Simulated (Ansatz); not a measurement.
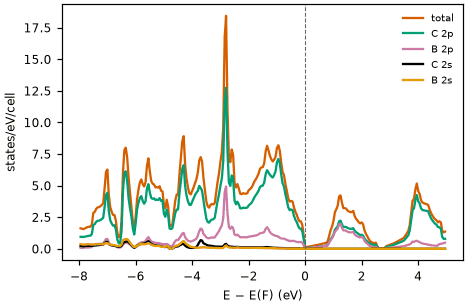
Figure: Total and projected density of states of BC$_{3}$ in space group Cmcm (No. 63; Pearson symbol oS32), DFT-r²SCAN+D4 in the program Ansatz with PAW potentials

Which orbitals carry the states next to the Fermi level?

Within 0.5 eV of the Fermi level: C 2p 76 %, B 2p 23 %. Projections are on Löwdin-orthogonalised atomic valence shells; empty p or d shells of many metals are not among them.

Where is the tallest occupied peak in this window, and what makes it?

Near -2.8 eV, about 18 states/eV per cell; the largest projected share is C 2p.

The start of the workflow was typed in or built on a structure type; neither database checked (COD, Materials Project) lists it. Whether it is the stable phase at ambient conditions was not checked. The r²SCAN+D4 relaxation kept the symmetry of its start; whether a distortion lowers the energy is not shown. Its formation energy is positive at this level, so the cell may be metastable or incomplete.

Potentials: the earlier of the program's two PAW sets. The files were generated under PBE; for other functionals the program regenerates the frozen cores, and for LDA and PBEsol the local potential too.
